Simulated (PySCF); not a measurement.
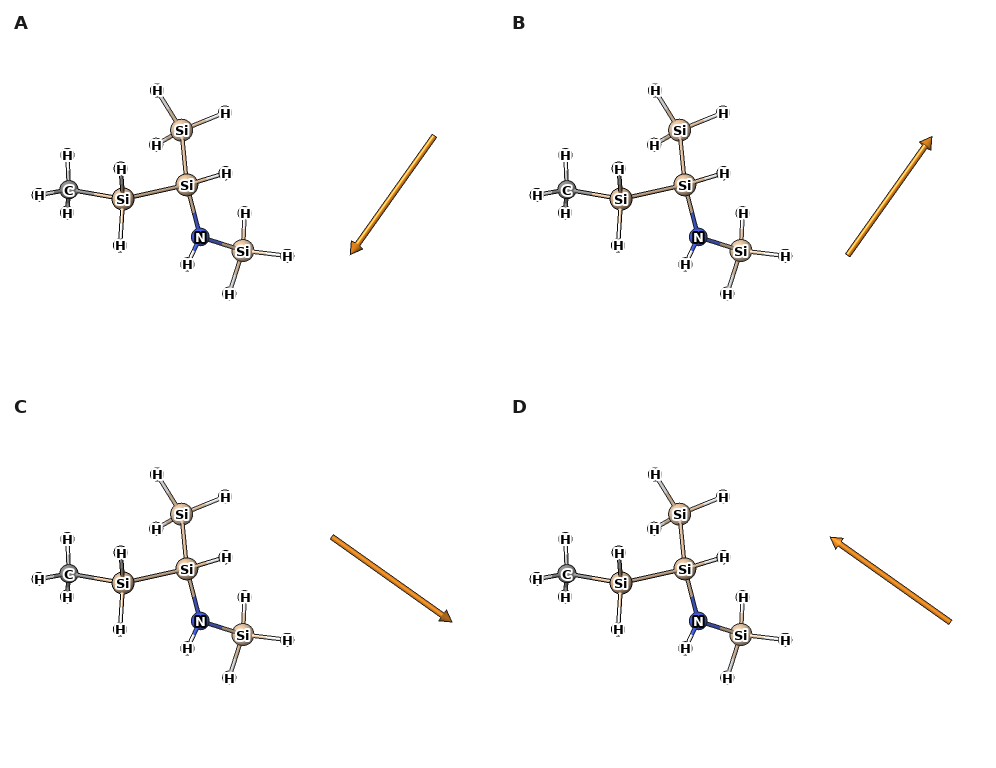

The same molecule four times, each with an arrow. The computed structure is the end point of a GFN2-xTB optimisation. No frequency run is at hand to confirm it as a minimum. Properties computed with CAM-B3LYP/def2-SVPD, gas phase (PySCF 2.14.0).

**Which arrow points along the dipole moment, from the negative to the positive end?**

A. The dipole moment is 0.95 D.

The geometry is semi-empirical. Around Si such bond lengths and angles can be off by a tenth of an ångström or more and by several degrees, and values that hang on the shape move with them.
